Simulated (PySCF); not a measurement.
System: C$_{4}$H$_{10}$AlO$_{4}$S (charge −1).

```csv
atom,x (Å),y (Å),z (Å)
O,-1.4896,-1.7290,-1.4857
S,-0.9483,-1.6786,-0.1239
O,0.5906,-1.5894,-0.1248
O,-1.4024,-2.6789,0.8354
C,-1.4329,-0.0421,0.5316
C,-0.9344,1.0815,-0.3893
C,0.0537,1.8545,0.4928
C,0.3087,0.8927,1.6503
O,-0.9069,0.1820,1.8022
Al,1.8990,-1.3278,-1.4348
H,-2.5286,-0.1233,0.6077
H,-0.4471,0.6651,-1.2834
H,-1.7704,1.7082,-0.7304
H,-0.4011,2.7862,0.8660
H,0.9768,2.1105,-0.0468
H,1.1336,0.1995,1.4175
H,0.5212,1.3948,2.6065
H,1.4399,-0.0177,-2.2915
H,3.2154,-1.0117,-0.5294
H,2.0474,-2.6709,-2.3283
```

Geometry: PBE0-D3(BJ)/def2-SVP.

Theory: PySCF, PBE0/pcSseg-1, SCF density, gas phase, non-relativistic.

### What can the converged electron density and electron localisation function tell about the bonding?

S–O (1.46 Å): ρ at the midpoint is about 2.2 e/Å³; the ELF peaks at about 0.80 between the atoms: a polar covalent bond.
C–C (1.54 Å): ρ is about 1.6 e/Å³ halfway; the ELF peaks at about 0.95 between the atoms: localised, covalent bonding.
C–S (1.83 Å): ρ at the midpoint is about 1.4 e/Å³; the ELF peaks at about 0.95 between the atoms (localised, covalent bonding).
C–H (1.10 Å): ρ is about 2 e/Å³ halfway; the ELF climbs to about 1 towards the hydrogen, as it does in any bond to H: a covalent bond by its length.

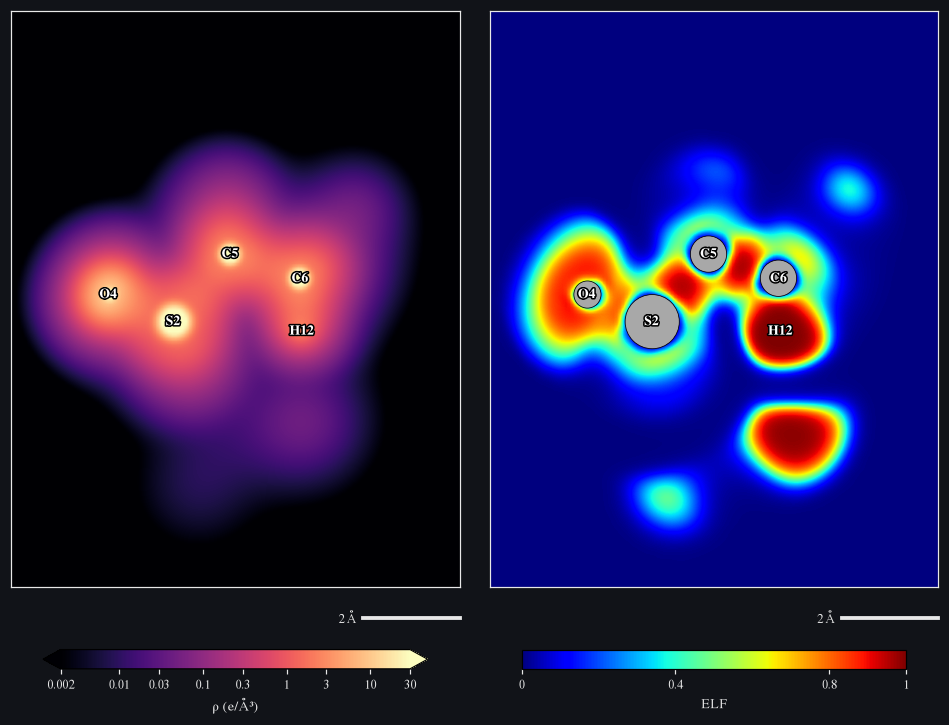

Computed electron density and electron localisation function on the plane of atoms C5, C6 and H12, in this order. Grey discs cover the atomic cores in the ELF map. 
